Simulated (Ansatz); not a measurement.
BFH$_{5}$NOSi

```tsv
atom	x (Å)	y (Å)	z (Å)
N	-1.9833	-0.7337	0.0438
B	-0.3943	-0.4039	0.6427
O	0.1441	0.2280	-0.4464
Si	1.6490	0.9569	-0.4690
F	1.4335	2.5404	-0.1878
H	-2.1942	-1.7175	0.2359
H	-2.6238	-0.1812	0.6250
H	-2.1557	-0.5205	-0.9549
H	2.5640	0.4170	0.5570
H	2.1620	0.8195	-1.8527
```

Theory: Ansatz, UKS B3LYP-D4/def2-SVP.

**Predict the electron density and electron localisation function between the atoms.**

B–O (1.37 Å): the density is about 2 e/Å³ at the midpoint; the ELF peaks at about 0.90 between the atoms, as expected for a short, strongly polar bond.
Si–O (1.67 Å): ρ is about 1 e/Å³ halfway; the ELF peaks at about 0.90 between the atoms; a shared but strongly polarised pair.
B–N (1.73 Å): ρ at the midpoint is about 0.98 e/Å³; the ELF peaks at about 0.95 between the atoms: a polar covalent bond.
N–H (1.04 Å): the density is about 2.7 e/Å³ at the midpoint; the ELF climbs to about 1 towards the hydrogen, as it does in any bond to H; an ordinary covalent bond to hydrogen.

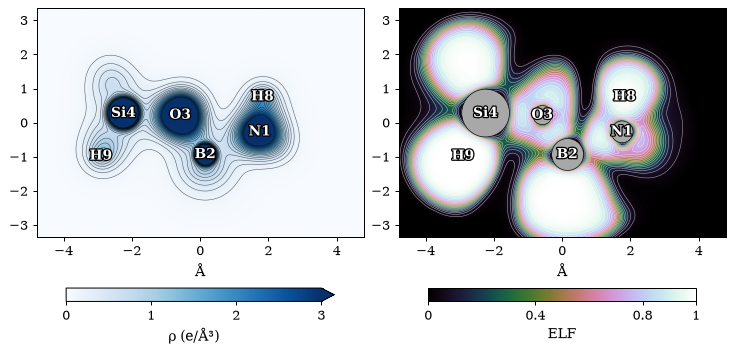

Computed electron density and electron localisation function on the plane of atoms N1, B2 and O3, in this order. Grey discs cover the atomic cores in the ELF map. 
